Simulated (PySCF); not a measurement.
Ammonia borane, H6BN, SMILES [BH3-][NH3+] at its CAM-B3LYP/def2-SVP optimised geometry (Å):

```
8

B     -0.3689    -0.1930     0.0000
N     -0.8013    -0.8504     1.4420
H      0.8529    -0.1930     0.0000
H     -0.8529     0.9288     0.0000
H     -0.8529    -0.9288    -0.8469
H     -0.4390    -1.8009     1.5345
H     -1.8175    -0.8916     1.5358
H     -0.4365    -0.2985     2.2202
```

Computed with CAM-B3LYP/def2-TZVP in PySCF. Cells within 0.4 Å of a nucleus heavier than hydrogen are left out (blank, or x).

Map of the electrostatic potential (hartree/e), clipped to [-0.08, 0.12] on the plane z = 1.5 Å:

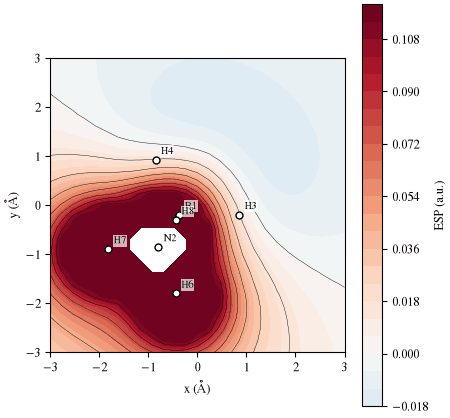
Electrostatic potential (hartree/e), clipped to [-0.08, 0.12] on the plane z = 1.5 Å.
